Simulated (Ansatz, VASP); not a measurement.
**Cross-check of W8F (W(110)) between VASP and Ansatz**

One calculation is typed for both programs; each brings its own data sets and cutoff. How far apart do they land?

Method: plane waves, with VASP 6.6.1 beside it; single point at PBE, in Ansatz 0.2.0.

### 1. Set-up

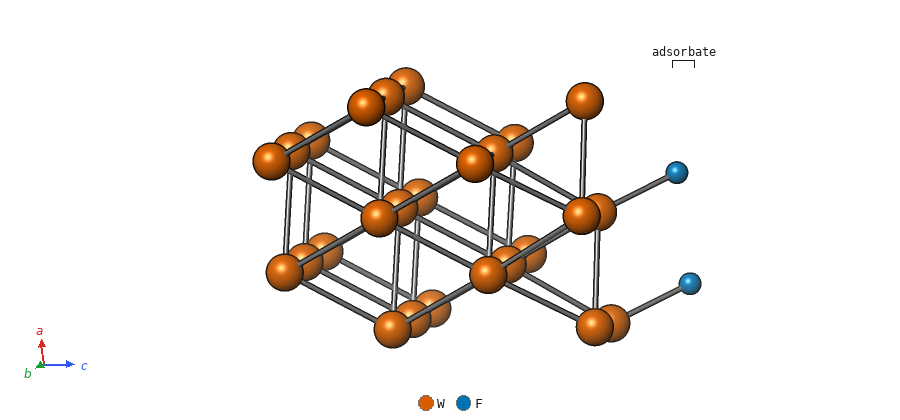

The cell as given, from the side, with the c axis across the page (tungsten orange, fluorine blue). Some periodic images of atoms are drawn too.

The cell holds 18 atoms: 16 W and 2 F. Its edges and angles: a = 6.344 Å, b = 5.494 Å, c = 21.729 Å, α = 90.0°, β = 90.0°, γ = 54.7°. It derives from W. As first built, before any earlier steps moved the atoms: 2 F over hollow sites of a 2 x 2 cell of W(110). Vacuum lies along c.

### 2. VASP: single point, PBE

With cell and atoms fixed, the geometry can't cause a difference; cores, projectors, grids and the points listed under the comparison can.

Lines of VASP's logs that name or quote its potential files are left out, and so is its time.

Contents of INCAR:

```
SYSTEM = W8F
PREC = Normal
ENCUT = 440
EDIFF = 1E-06
NELM = 120
ISMEAR = 1
SIGMA = 0.15
LREAL = Auto
ALGO = Fast
GGA = PE
NBANDS = 73
LASPH = .TRUE.
LORBIT = 11
LWAVE = .FALSE.
LCHARG = .FALSE.
KPAR = 2
NCORE = 4
IDIPOL = 3
LDIPOL = .TRUE.
DIPOL = 0.5 0.5 0.524
LVHAR = .TRUE.
LVACPOTAV = .TRUE.
```

Contents of POSCAR:

```
W8F
1.0
    6.3441166964      0.0000000000      0.0000000000
    3.1720583482      4.4859679367      0.0000000000
    0.0000000000      0.0000000000     21.7289519050
W F
16 2
Selective dynamics
Direct
    0.7500000000      0.5000000000      0.3451616100  F F F
    0.2500000000      0.5000000000      0.3451616100  F F F
    0.7500000000      0.0000000000      0.3451616100  F F F
    0.2500000000      0.0000000000      0.3451616100  F F F
    0.0000000000      0.0000000000      0.4483872000  F F F
    0.5000000000      0.0000000000      0.4483872000  F F F
    0.0000000000      0.5000000000      0.4483872000  F F F
    0.5000000000      0.5000000000      0.4483872000  F F F
    0.7514748719      0.4970502563      0.5520096363  T T T
    0.2514748719      0.4970502563      0.5520096363  T T T
    0.7512185123      0.9975629753      0.5524777753  T T T
    0.2512185123      0.9975629753      0.5524777753  T T T
    0.0190174912      0.9619650175      0.6534159156  T T T
    0.5190174912      0.9619650175      0.6534159156  T T T
    0.9935889932      0.5128220137      0.6512790780  T T T
    0.4935889932      0.5128220137      0.6512790780  T T T
    0.1471864532      0.2056270937      0.7233649365  T T T
    0.6471864532      0.2056270937      0.7233649365  T T T
```

Contents of KPOINTS:

```
Automatic mesh
0
Gamma
5 5 1
0 0 0
```

Potentials, in the order of the species: W and F (PBE family, release 64).

On the command line:

```console
$ mpirun -np 8 vasp_std
```

Numbers of over 12 decimals in the logs are rounded to 6 here.

Output:

```text
[banner, memory and clock lines left out]
running    8 mpi-ranks, on    1 nodes
 distrk:  each k-point on    4 cores,    2 groups
 distr:  one band on    4 cores,    1 groups

 POSCAR found type information on POSCAR W F
 POSCAR found :  2 types and      18 ions
 LDA part: xc-table for (Slater+PW92), standard interpolation
 POSCAR, INCAR and KPOINTS ok, starting setup
 FFT: planning ... GRIDC
 FFT: planning ... GRID_SOFT
 FFT: planning ... GRID
 WAVECAR not read
 entering main loop
       N       E                     dE             d eps       ncg     rms          rms(c)
DAV:   1     0.581577312117E+03    0.58158E+03   -0.40503E+04  1322   0.109E+03
DAV:   2    -0.139368899893E+03   -0.72095E+03   -0.68557E+03  1807   0.276E+02
DAV:   3    -0.215794441686E+03   -0.76426E+02   -0.73732E+02  1564   0.875E+01
DAV:   4    -0.220890234086E+03   -0.50958E+01   -0.49988E+01  2092   0.188E+01
DAV:   5    -0.221022906589E+03   -0.13267E+00   -0.13186E+00  1852   0.332E+00    0.764E+01
RMM:   6    -0.211018925624E+03    0.10004E+02   -0.21412E+01  1482   0.135E+01    0.331E+01
RMM:   7    -0.213718163282E+03   -0.26992E+01   -0.16211E+01  1560   0.121E+01    0.127E+01
RMM:   8    -0.229348361910E+03   -0.15630E+02   -0.45720E+01  1987   0.128E+01    0.179E+01
RMM:   9    -0.207933383238E+03    0.21415E+02   -0.12019E+01  1636   0.784E+00    0.571E+00
RMM:  10    -0.207601760218E+03    0.33162E+00   -0.29033E+00  1850   0.427E+00    0.262E+00
RMM:  11    -0.207618033123E+03   -0.16273E-01   -0.66259E-01  2015   0.157E+00    0.168E+00
RMM:  12    -0.207625809176E+03   -0.77761E-02   -0.18235E-01  1844   0.920E-01    0.901E-01
RMM:  13    -0.207619301007E+03    0.65082E-02   -0.52258E-02  1957   0.529E-01    0.230E-01
RMM:  14    -0.207618825430E+03    0.47558E-03   -0.17679E-02  2050   0.250E-01    0.153E-01
[...]
RMM:  22    -0.207619568806E+03   -0.27373E-04   -0.17243E-05  1466   0.546E-03    0.426E-03
RMM:  23    -0.207619604310E+03   -0.35504E-04   -0.57426E-06  1264   0.361E-03    0.399E-03
RMM:  24    -0.207619628175E+03   -0.23864E-04   -0.28575E-06  1208   0.250E-03    0.393E-03
RMM:  25    -0.207619656798E+03   -0.28623E-04   -0.16748E-06  1181   0.224E-03    0.235E-03
RMM:  26    -0.207619665775E+03   -0.89777E-05   -0.86724E-07  1110   0.155E-03    0.198E-03
RMM:  27    -0.207619672198E+03   -0.64229E-05   -0.42969E-07   970   0.123E-03    0.158E-03
RMM:  28    -0.207619675322E+03   -0.31239E-05   -0.30051E-07   935   0.109E-03    0.143E-03
RMM:  29    -0.207619675859E+03   -0.53664E-06   -0.14685E-07   740   0.871E-04
|                                                                             |
|           W    W    AA    RRRRR   N    N  II  N    N   GGGG   !!!           |
|           W    W   A  A   R    R  NN   N  II  NN   N  G    G  !!!           |
|           W    W  A    A  R    R  N N  N  II  N N  N  G       !!!           |
|           W WW W  AAAAAA  RRRRR   N  N N  II  N  N N  G  GGG   !            |
|           WW  WW  A    A  R   R   N   NN  II  N   NN  G    G                |
|           W    W  A    A  R    R  N    N  II  N    N   GGGG   !!!           |
|                                                                             |
|     Did not find any points to average over, which means that no vacuum     |
|     field-free region was found. Please increase the size of  your cell     |
|     in the dimension of the dipole correction to obtain accurate            |
|     workfunction values.                                                    |
|                                                                             |

   1 F= -.20761968E+03 E0= -.20761789E+03  d E =-.536313E-02
```

OUTCAR, selected parts (step 2):

```text
ion  position               nearest neighbor table
   1  0.750  0.500  0.345-   7 2.75   8 2.75   3 2.75   3 2.75   4 2.75   4 2.75   5 3.17   6 3.17
                             2 3.17   2 3.17
   2  0.250  0.500  0.345-   7 2.75   8 2.75   4 2.75   3 2.75   4 2.75   3 2.75   6 3.17   5 3.17
                             1 3.17   1 3.17
   3  0.750  0.000  0.345-   5 2.75   6 2.75   1 2.75   1 2.75   2 2.75   2 2.75   7 3.17   8 3.17
                             4 3.17   4 3.17
   4  0.250  0.000  0.345-   5 2.75   6 2.75   2 2.75   1 2.75   2 2.75   1 2.75   8 3.17   7 3.17
                             3 3.17   3 3.17
   5  0.000  0.000  0.448-   3 2.75   4 2.75   7 2.75   7 2.75   8 2.75   8 2.75  12 2.76  11 2.76
                             9 3.17   2 3.17   1 3.17   6 3.17   6 3.17  10 3.19
   6  0.500  0.000  0.448-   3 2.75   4 2.75   8 2.75   7 2.75   8 2.75   7 2.75  11 2.76  12 2.76
                            10 3.17   1 3.17   2 3.17   5 3.17   5 3.17   9 3.19
   7  0.000  0.500  0.448-   1 2.75   2 2.75   5 2.75   5 2.75   6 2.75   6 2.75   9 2.75  10 2.75
                             4 3.17   3 3.17   8 3.17   8 3.17  11 3.18  12 3.19
   8  0.500  0.500  0.448-   1 2.75   2 2.75   6 2.75   5 2.75   6 2.75   5 2.75  10 2.75   9 2.75
                             3 3.17   4 3.17   7 3.17   7 3.17  12 3.18  11 3.19
   9  0.751  0.497  0.552-  15 2.68  16 2.68  12 2.75  11 2.75  11 2.75  12 2.75   7 2.75   8 2.75
                            14 3.03   5 3.17  10 3.17  10 3.17   6 3.19  13 3.26
  10  0.251  0.497  0.552-  15 2.68  16 2.68  11 2.75  12 2.75  12 2.75  11 2.75   8 2.75   7 2.75
                            13 3.03   6 3.17   9 3.17   9 3.17   5 3.19  14 3.26
  11  0.751  0.998  0.552-  14 2.71  13 2.71  10 2.75   9 2.75   9 2.75  10 2.75   6 2.76   5 2.76
                            15 3.06  16 3.15  12 3.17  12 3.17   7 3.18   8 3.19
  12  0.251  0.998  0.552-  13 2.71  14 2.71   9 2.75  10 2.75  10 2.75   9 2.75   5 2.76   6 2.76
                            16 3.06  15 3.15  11 3.17  11 3.17   8 3.18   7 3.19
  13  0.019  0.962  0.653-  18 2.45  17 2.45  15 2.56  16 2.56  12 2.71  11 2.71  16 2.94  15 2.94
                            10 3.03  14 3.17  14 3.17   9 3.26
  14  0.519  0.962  0.653-  17 2.45  18 2.45  16 2.56  15 2.56  11 2.71  12 2.71  15 2.94  16 2.94
                             9 3.03  13 3.17  13 3.17  10 3.26
  15  0.994  0.513  0.651-  17 2.09  13 2.56  14 2.56  10 2.68   9 2.68  14 2.94  13 2.94  11 3.06
                            12 3.15  16 3.17  16 3.17
  16  0.494  0.513  0.651-  18 2.09  14 2.56  13 2.56  10 2.68   9 2.68  13 2.94  14 2.94  12 3.06
                            11 3.15  15 3.17  15 3.17
  17  0.147  0.206  0.723-  15 2.09  14 2.45  13 2.45
  18  0.647  0.206  0.723-  16 2.09  13 2.45  14 2.45

  LATTYP: Found a base centered orthorhombic cell.
 ALAT       =     6.3441166964
 B/A-ratio  =     1.4142135624
 C/A-ratio  =     3.4250555191

 Subroutine GETGRP returns: Found  2 space group operations
 (whereof  2 operations were pure point group operations)

The static configuration has the point symmetry C_1h.

 Found      9 irreducible k-points:

   k-points           NKPTS =      9   k-points in BZ     NKDIM =      9   number of bands    NBANDS=     73

   dimension x,y,z NGX =    36 NGY =   28 NGZ =  112
   dimension x,y,z NGXF=    72 NGYF=   56 NGZF=  224

   ENCUT  =  440.0 eV  32.34 Ry    5.69 a.u.  10.85  9.40 37.16*2*pi/ulx,y,z

   NELECT =     110.0000    total number of electrons

 k-points in reciprocal lattice and weights: Automatic mesh
   0.00000000  0.00000000  0.00000000       0.040
   0.20000000  0.00000000  0.00000000       0.160
   0.40000000  0.00000000  0.00000000       0.160
   0.00000000  0.20000000  0.00000000       0.080
   0.40000000  0.20000000  0.00000000       0.080
  -0.40000000  0.20000000  0.00000000       0.160
  -0.20000000  0.20000000  0.00000000       0.160
   0.00000000  0.40000000  0.00000000       0.080
  -0.20000000  0.40000000  0.00000000       0.080

 dipolmoment           0.000000      0.000000      0.018044 electrons x Angstroem

 average (electrostatic) potential at core
       1 -45.1342       2 -45.1342       3 -45.1476       4 -45.1476       5 -45.2810
       6 -45.2810       7 -45.2997       8 -45.2997       9 -45.2235      10 -45.2235
      11 -45.2671      12 -45.2671      13 -45.3617      14 -45.3617      15 -45.2002
      16 -45.2002      17 -80.7710      18 -80.7710

 E-fermi :   0.5345

 k-point     1 :       0.0000    0.0000    0.0000
  band No.  band energies     occupation
    ...
     46      -0.6929      2.00000
     47      -0.6839      2.00000
     48      -0.6199      2.00000
     49      -0.2351      2.00000
     50       0.4505      1.80239
     51       1.0321     -0.00003
     52       1.1750     -0.00000
     53       1.2050     -0.00000
     54       1.2684     -0.00000
     55       1.3223     -0.00000
    ...

 k-point     2 :       0.2000    0.0000    0.0000
  band No.  band energies     occupation
    ...
     49      -0.1508      2.00000
     50       0.2834      2.03942
     51       0.3553      2.07062
     52       0.4491      1.81134
     53       0.5334      1.01236
     54       0.6169      0.20799
     55       0.7344     -0.06781
     56       1.2358     -0.00000
     57       1.3279     -0.00000
     58       1.5984     -0.00000
    ...

 k-point     3 :       0.4000    0.0000    0.0000
  band No.  band energies     occupation
    ...
     52      -0.4530      2.00000
     53       0.0515      2.00005
     54       0.2426      2.01897
     55       0.3588      2.06997
     56       0.5485      0.84182
     57       0.8902     -0.00403
     58       1.0701     -0.00001
     59       1.1296     -0.00000
     60       1.3373     -0.00000
     61       1.4987     -0.00000
    ...

  Total      -19.0908755    -10.2828778     -7.0741862      0.0000000     -0.0575906      0.0000000
  in kB      -49.4618459    -26.6415292    -18.3282485      0.0000000     -0.1492094      0.0000000
  external PRESSURE =     -31.4772079 kB  Pullay stress =       0.0000000 kB

  energy-cutoff  :      440.00
  volume of cell :      618.40
      direct lattice vectors                 reciprocal lattice vectors
     6.344116696  0.000000000  0.000000000     0.157626356 -0.111458666  0.000000000
     3.172058348  4.485967937  0.000000000     0.000000000  0.222917331  0.000000000
     0.000000000  0.000000000 21.728951905     0.000000000  0.000000000  0.046021548

 POSITION                                       TOTAL-FORCE (eV/Angst)
 -----------------------------------------------------------------------------------
      6.34412      2.24298      7.50000        -0.000000     -0.025224      0.669269
      3.17206      2.24298      7.50000        -0.000000     -0.025224      0.669269
      4.75809      0.00000      7.50000         0.000000      0.045958      0.675573
      1.58603      0.00000      7.50000         0.000000      0.045958      0.675573
      0.00000      0.00000      9.74298         0.000000      0.010894     -0.672566
      3.17206      0.00000      9.74298         0.000000      0.010894     -0.672566
      1.58603      2.24298      9.74298         0.000000     -0.038960     -0.658027
      4.75809      2.24298      9.74298         0.000000     -0.038960     -0.658027
      6.34412      2.22975     11.99459         0.000000     -0.009690      0.004815
      3.17206      2.22975     11.99459         0.000000     -0.009690      0.004815
      7.93015      4.47504     12.00476        -0.000000     -0.003683      0.001750
      4.75809      4.47504     12.00476        -0.000000     -0.003683      0.001750
      3.17206      4.31534     14.19804         0.000000      0.010544     -0.008184
      6.34412      4.31534     14.19804         0.000000      0.010544     -0.008184
      7.93015      2.30050     14.15161         0.000000      0.014177     -0.006423
      4.75809      2.30050     14.15161         0.000000      0.014177     -0.006423
      1.58603      0.92244     15.71796         0.000000     -0.004017     -0.006208
      4.75809      0.92244     15.71796         0.000000     -0.004017     -0.006208
 -----------------------------------------------------------------------------------
    total drift:                               -0.000253      0.009805      0.003235

  FREE ENERGIE OF THE ION-ELECTRON SYSTEM (eV)
  ---------------------------------------------------
  free  energy   TOTEN  =      -207.6196758588 eV

  energy  without entropy=     -207.6143127304  energy(sigma->0) =     -207.61788815

 vacuum level on the upper side and lower side of the slab         5.658         5.535

 total charge
# of ion       s       p       d       tot
------------------------------------------
    1        0.672   0.534   4.008   5.214
    2        0.672   0.534   4.008   5.214
    3        0.671   0.533   4.007   5.211
    4        0.671   0.533   4.007   5.211
    5        0.672   0.691   4.154   5.516
    6        0.672   0.691   4.154   5.516
    7        0.673   0.691   4.152   5.516
    8        0.673   0.691   4.152   5.516
    9        0.682   0.710   4.199   5.592
   10        0.682   0.710   4.199   5.592
   11        0.677   0.712   4.172   5.561
   12        0.677   0.712   4.172   5.561
   13        0.657   0.516   4.155   5.328
   14        0.657   0.516   4.155   5.328
   15        0.685   0.610   4.197   5.493
   16        0.685   0.610   4.197   5.493
   17        1.762   4.308   0.000   6.070
   18        1.762   4.308   0.000   6.070
--------------------------------------------------
tot         14.302  18.613  66.087  99.002

[... 3 further parts left out ...]
```

[end of part 1 of 2]

[Lines on the potential files, build, host, timing and source positions are cut from VASP's logs without a mark.]

[Logs are printed without paths, hosts, clocks, repeated set-up lines and the standing remarks that a program may print on its own settings, such as how far it seeks lower states.]

[Hosts, paths, dates, database ids (printed as entryN), source tags and the programs' standing remarks are cut or masked in the printed files.]
